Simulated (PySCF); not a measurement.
**C₄H₁₃AlBN (SMILES CCB[NH][Al]([CH3])[CH3]): density, localisation and related maps**

The calculation's input:

```
{"job": {"kind": "nmr", "xc": "PBE0", "basis": "pcSseg-1", "solvent": "water", "pop": false}, "charge": 0, "multiplicity": 1}
C      2.147758    -0.300211     1.174841
C      2.432847    -0.602446    -0.294286
B      1.165924    -0.960618    -1.186150
N     -0.169681    -0.953331    -0.644247
Al    -1.425350     0.258646    -0.218984
C     -1.095566     2.175857    -0.648432
C     -3.060709    -0.494873     0.636470
H      3.038581     0.055371     1.690166
H      1.372705     0.464054     1.252452
H      1.789811    -1.191331     1.686880
H      3.171920    -1.406042    -0.363447
H      2.917001     0.269022    -0.746341
H      1.345519    -1.206568    -2.327765
H     -0.391709    -1.853013    -0.232654
H     -1.998685     2.714396    -0.951160
H     -0.373616     2.258239    -1.467847
H     -0.673962     2.731383     0.195378
H     -3.529191    -1.271965     0.024110
H     -2.843592    -0.957370     1.604451
H     -3.820007     0.270799     0.816565
```

Launched as:

```sh
OMP_NUM_THREADS=1 python ens_run.py task.json out
```

Geometry: GFN2-xTB.

All numbers below come from PBE0/pcSseg-1, SCF density, in a water solvent model, non-relativistic (PySCF).

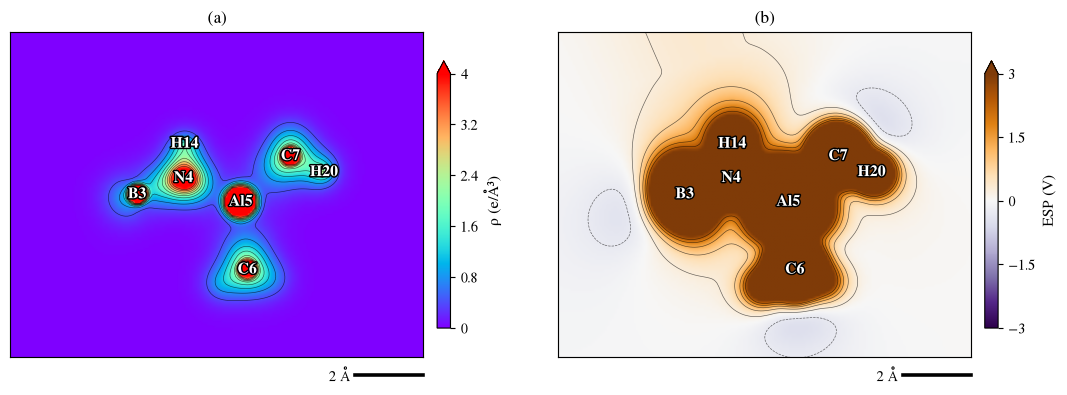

Figure 1. (a) electron density; (b) electrostatic potential on the plane of atoms C6, Al5 and C7.

Q: What does the map show?

A: The section cuts through B, N, Al, C and H sites.
B–N (1.44 Å): the density is about 1.8 e/Å³ at the midpoint.
Al–N (1.80 Å): ρ is about 0.78 e/Å³ halfway.
C–Al (1.99 Å): ρ at the midpoint is about 0.68 e/Å³.
N–H (1.01 Å): ρ at the midpoint is about 2.7 e/Å³.
C–H (1.09 Å): ρ is about 1.9 e/Å³ halfway.
Outside the dense part of the molecule the potential is most negative (−0.5 V) near C6.

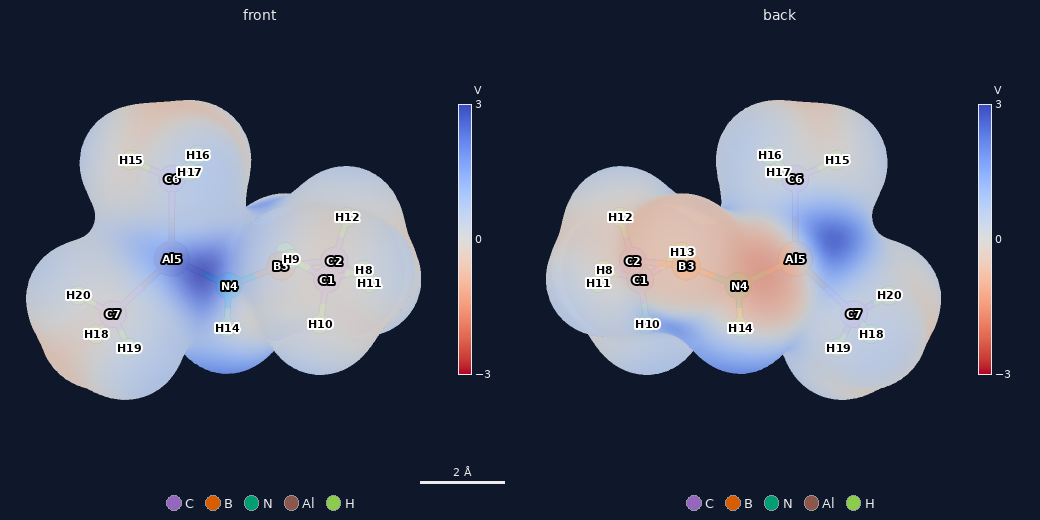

Figure 2. The electrostatic potential painted on the density surface at 0.002 e/bohr³, seen from the front and from behind; the colour scale runs from red (negative) to blue (positive).

Q: Where is the surface potential most negative and most positive?

A: The most negative region (about −1.1 V) lies over N4, the most positive (about +2.5 V) over Al5. N4 is the likeliest acceptor of a hydrogen bond.

Q: What dipole moment does the calculation give?

A: Its dipole moment is 1.14 D.
